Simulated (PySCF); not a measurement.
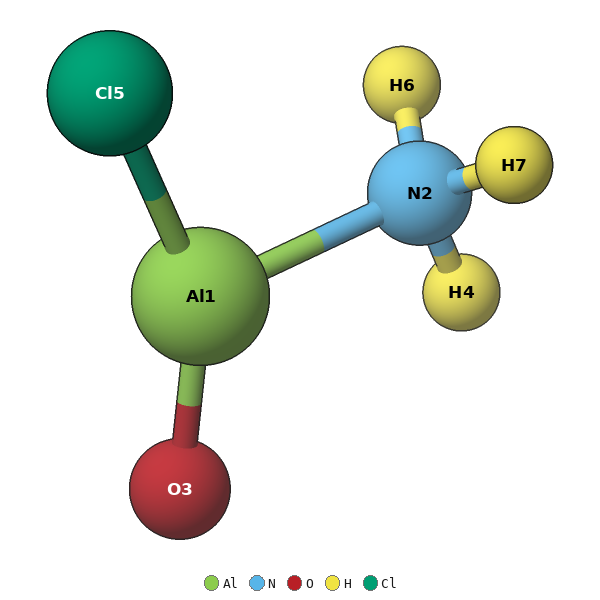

The atoms are numbered. The geometry was computed by an optimisation with PBE0-D4/def2-TZVP. No frequency run is at hand to confirm it as a minimum.

Which atoms are bonded, and how long are the bonds?

```json
{"bond": "Al1–N2", "length (Å)": "2.009"}
{"bond": "Al1–O3", "length (Å)": "1.604"}
{"bond": "Al1–Cl5", "length (Å)": "2.103"}
{"bond": "N2–H4", "length (Å)": "1.019"}
{"bond": "N2–H6", "length (Å)": "1.016"}
{"bond": "N2–H7", "length (Å)": "1.016"}
```
